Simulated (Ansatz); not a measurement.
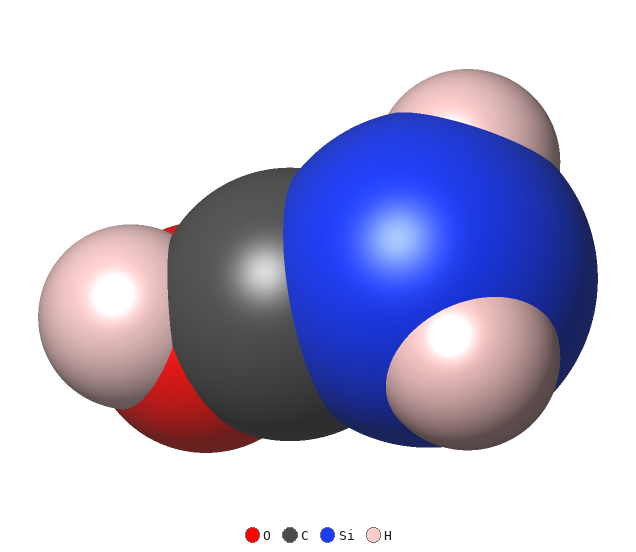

Charge +1, singlet. The geometry was computed by an optimisation with PBE0-D4/def2-TZVP. No frequency run is at hand to confirm it as a minimum.

Draw it as a skeletal formula.

SMILES: O[C+]=[SiH2]

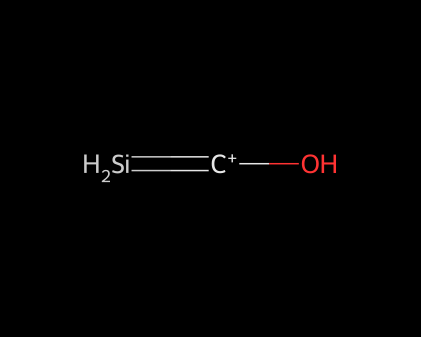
